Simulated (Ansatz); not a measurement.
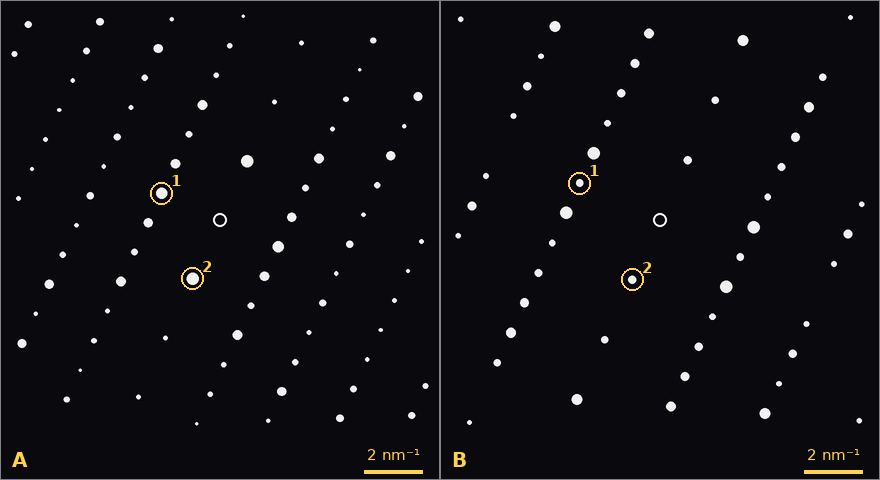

Kinematic electron diffraction patterns (200 kV, B = 0.5 Å², same scale) along [001] of the run's own cell, for the start and the end of one relaxation of W3O4 with Ansatz 0.2.0, DFT, PAW plane waves, r2scan. k mesh 6×2×4. The start is a generated model structure, and the relaxation ends in the nearest stationary point of its symmetry, not necessarily the ground state. Spot 1 is -1 0 0 and spot 2 is 0 -2 0 in both.

Start structure:

```yaml
crystal:
  lattice:
    - [3.39528, 0.00000, 0.00000]
    - [0.00000, 8.73595, 0.00000]
    - [-1.49681, 0.00000, 5.17396]
  atoms:
    - { symbol: O, position: [0.96340, 0.18810, 0.17560] }
    - { symbol: O, position: [0.03660, 0.68810, 0.32440] }
    - { symbol: O, position: [0.03660, 0.81190, 0.82440] }
    - { symbol: O, position: [0.96340, 0.31190, 0.67560] }
    - { symbol: W, position: [0.71510, 0.35800, 0.95190] }
    - { symbol: W, position: [0.28490, 0.85800, 0.54810] }
    - { symbol: W, position: [0.28490, 0.64200, 0.04810] }
    - { symbol: W, position: [0.71510, 0.14200, 0.45190] }
    - { symbol: O, position: [0.51210, 0.45010, 0.22640] }
    - { symbol: O, position: [0.48790, 0.95010, 0.27360] }
    - { symbol: O, position: [0.48790, 0.54990, 0.77360] }
    - { symbol: O, position: [0.51210, 0.04990, 0.72640] }
    - { symbol: W, position: [0.00000, 0.00000, 0.00000] }
    - { symbol: W, position: [0.00000, 0.50000, 0.50000] }
```

Which pattern belongs to the start structure, and which to the relaxed one?

B is the start: its cell gives d(1) = 3.262 Å, d(2) = 4.368 Å and an angle of 90.0°. A is the relaxed structure, with d(1) = 4.499 Å (+37.9 %), d(2) = 4.436 Å (+1.6 %) and 90.0°.

Name reflections whose intensity changes strongly on relaxation.

2 -2 0 goes from 25 to 0.87 % of the strongest spot; 1 -5 0 goes from 42 to 2.7 % of the strongest spot; 1 -4 0 goes from 27 to 1.6 % of the strongest spot.

What did the relaxation do to the structure and the energy?

The volume changed by +27.6 % to 13.99 Å³ an atom; with the mean shift removed, the atoms moved by up to 0.60 Å relative to the cell (W most); the space group stayed P2_1/c (No. 14); the free energy fell by 1100 meV an atom. Relaxed cell: a = 4.636 Å, b = 8.872 Å, c = 4.906 Å, α = 90.00°, β = 103.98°, γ = 90.00°.
